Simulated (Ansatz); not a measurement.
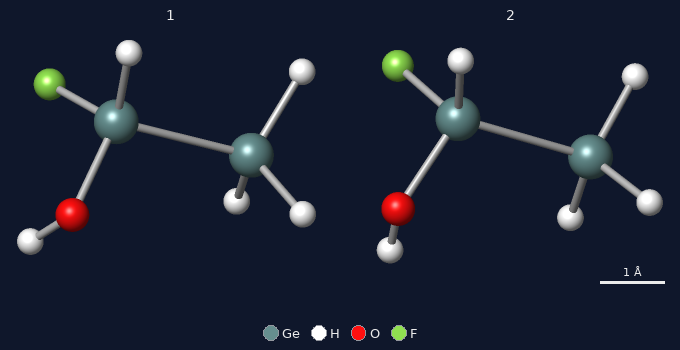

Two geometries of Ge₂H₅OF, drawn at one scale. One is the start of a relaxation, the other its converged end. Style: ball-and-stick. Shown from a free direction.

The calculation used Ansatz, RKS PBE0-D4/def2-SVP. Set-up: no spin polarisation; force threshold 0.02 eV/Å; at most 40 steps.

**Which one is relaxed?**

Structure 2 is the relaxed one. The run prepares the start of a later molecular dynamics calculation, from a guessed geometry. The energy falls by 4.99 kcal/mol in 10 accepted moves (11 points after the start). Largest force component: 2.1 eV/Å at the start, 0.016 eV/Å at the end. The line search rejected the trial step at point 6 of the run. An H atom moves most after the best rigid fit: 0.39 Å. By element the largest moves are H 0.39 Å, F 0.32 Å, O 0.27 Å, Ge 0.11 Å. Some distances before and after: F–Ge 1.679 → 1.750 Å, H–O 1.010 → 0.964 Å, Ge–Ge 2.400 → 2.424 Å, Ge–H 1.550 → 1.534 Å. Among the angles between lasting bonds that change: Ge–Ge–H 109.5° → 119.1°, H–Ge–O 109.5° → 104.8°, Ge–Ge–F 109.5° → 105.3°. Groups turn about Ge–O by about 40°, Ge–Ge by about 20°.
